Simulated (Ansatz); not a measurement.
## Electronic structure of C3H7NO (SMILES CCNC=O) in real space

The calculation's input:

```
crystal:
  periodic: [false, false, false]
  atoms:
    - {symbol: C, position_ang: [-0.956890, 0.368180, 1.132683]}
    - {symbol: C, position_ang: [0.464102, 0.261105, 0.608422]}
    - {symbol: N, position_ang: [0.599268, -0.686024, -0.476738]}
    - {symbol: C, position_ang: [0.460278, -0.329783, -1.771050]}
    - {symbol: O, position_ang: [0.264160, 0.797066, -2.165351]}
    - {symbol: H, position_ang: [-1.009780, 1.094490, 1.947100]}
    - {symbol: H, position_ang: [-1.630021, 0.695120, 0.338345]}
    - {symbol: H, position_ang: [-1.313139, -0.592527, 1.513115]}
    - {symbol: H, position_ang: [1.151139, -0.032492, 1.406310]}
    - {symbol: H, position_ang: [0.795737, 1.227370, 0.225338]}
    - {symbol: H, position_ang: [0.694034, -1.664926, -0.267304]}
    - {symbol: H, position_ang: [0.558012, -1.192880, -2.456971]}
basis:
  gaussian: {orbitals: def2-TZVPP}
hamiltonian: {xc: pbe0, dispersion: d4}
output: {orbitals: {seedname: orbitals}}
```

Run with:

```sh
ansatz run in.yaml --threads 4 --pin off --events-out ev --progress --plain --max-ram 10444MiB
```

Geometry: PBE0-D4/def2-TZVP.

These are results of Ansatz 0.2.0, RKS PBE0-D4/def2-TZVPP, not measurements.

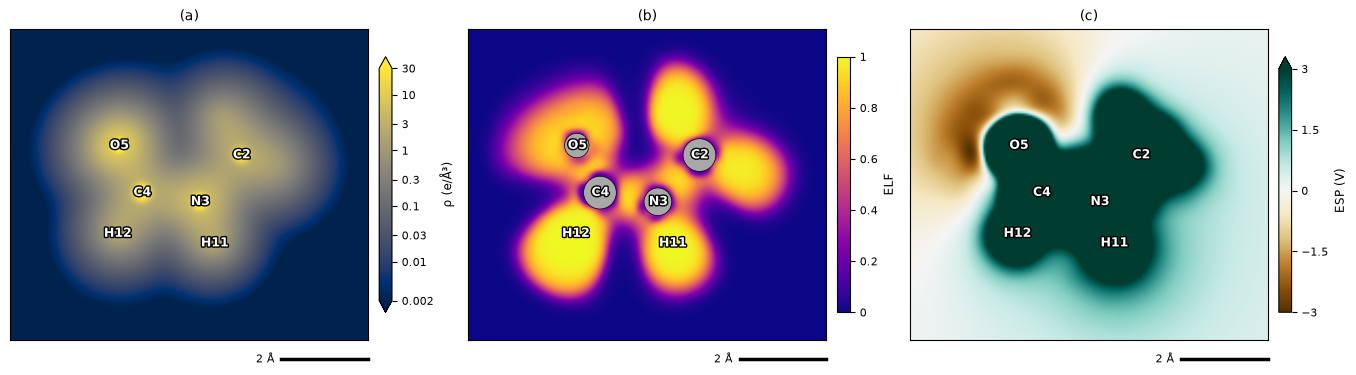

Figure 1. (a) electron density; (b) electron localisation function; (c) electrostatic potential on the plane of atoms C4, N3 and H11. Grey discs cover the atomic cores in the ELF map.

Question: Describe what can be read from this map.

Answer: The section cuts through C, N, O and H sites. C–O (1.21 Å): the density is about 3.4 e/Å³ at the midpoint; the ELF peaks at about 0.85 between the atoms; a short, multiple covalent bond. C–N (1.35 Å): the density is about 2.4 e/Å³ at the midpoint; the ELF peaks at about 0.90 between the atoms, as expected for a covalent bond. N–H (1.01 Å): ρ at the midpoint is about 3 e/Å³; the ELF climbs to about 1 towards the hydrogen, as it does in any bond to H; a covalent bond by its length. C–N (1.45 Å): ρ at the midpoint is about 1.9 e/Å³; the ELF peaks at about 0.95 between the atoms, as expected for a covalent bond. C–H (1.11 Å): ρ is about 2 e/Å³ halfway; the ELF climbs to about 1 towards the hydrogen; an ordinary covalent bond to hydrogen. The ELF also peaks beside O5, away from the bonds: lone-pair regions. Outside the dense part of the molecule the potential is most negative (−2.9 V) near O5.

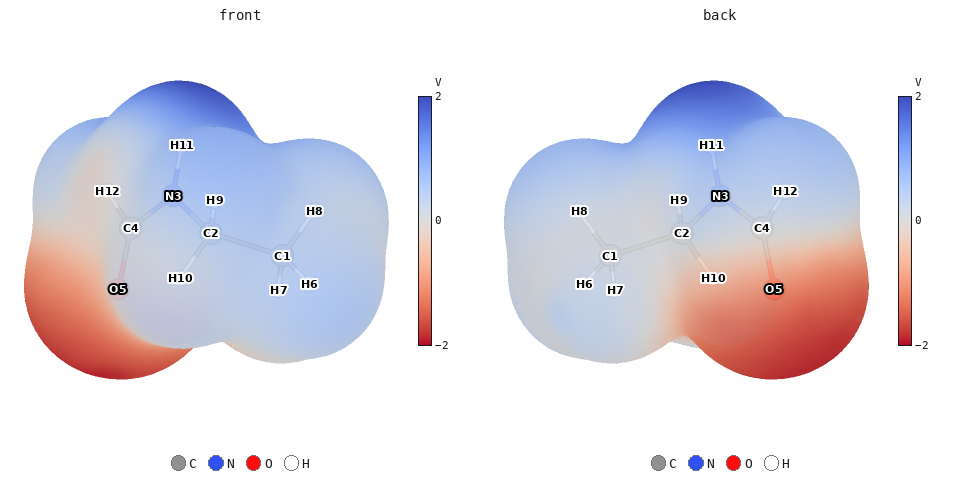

Figure 2. The electrostatic potential painted on the density surface at 0.001 e/bohr³, seen from the front and from behind; red is negative and blue positive.

Question: Which sites attract a positive test charge, and which a negative one?

Answer: A positive charge is drawn to the negative regions and a negative charge to the positive ones. The most negative region (about −1.9 V, or −44 kcal/mol for a unit charge) lies over O5, the most positive (about +1.9 V, or +44 kcal/mol for a unit charge) over H11. O5 is the likeliest acceptor of a hydrogen bond.

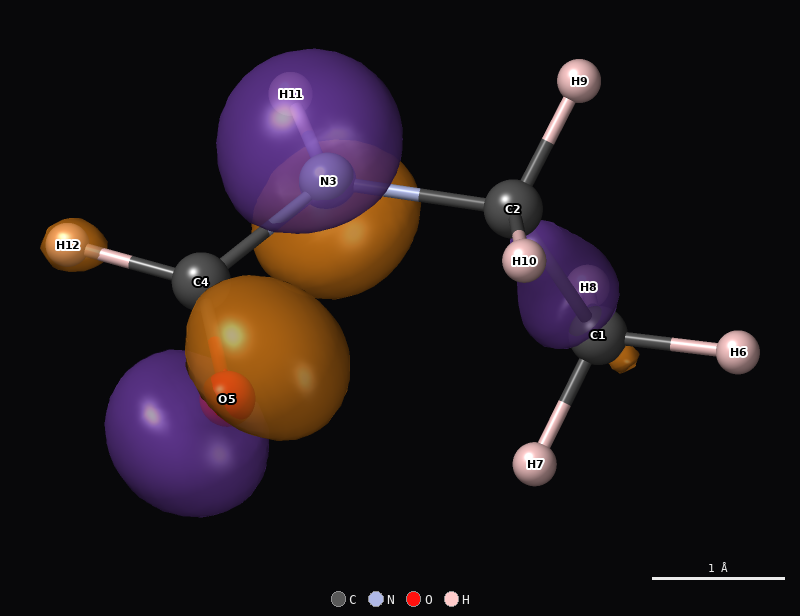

Figure 3. The HOMO−1 at ±0.2 Å⁻³ᐟ² (orange and purple are the two phases), seen at a tilt.

Question: Describe this orbital and give its energy.

Answer: It lies mainly on O5 (about 40 %), N3 (about 35 %) and C4 (about 10 %); largely a combination of lone pairs on O5 and N3. Its energy is −7.55 eV.

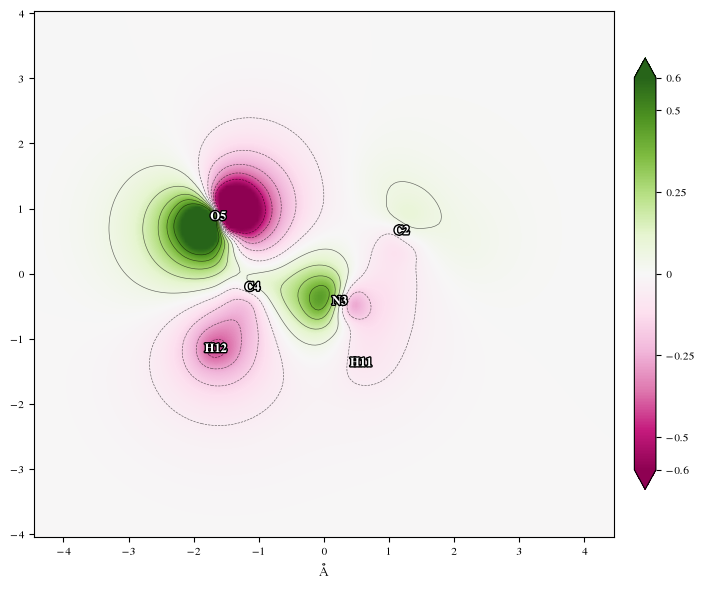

Figure 4. The HOMO on the plane of atoms C2, N3 and C4 (values in Å⁻³ᐟ²; the overall sign is arbitrary).

Question: What is the character of this orbital?

Answer: Its weight (Hirshfeld) is mainly on O5 (about 60 %), N3 (about 15 %), C4 (about 10 %) and H12 (about 5 %). Its energy is −7.40 eV.
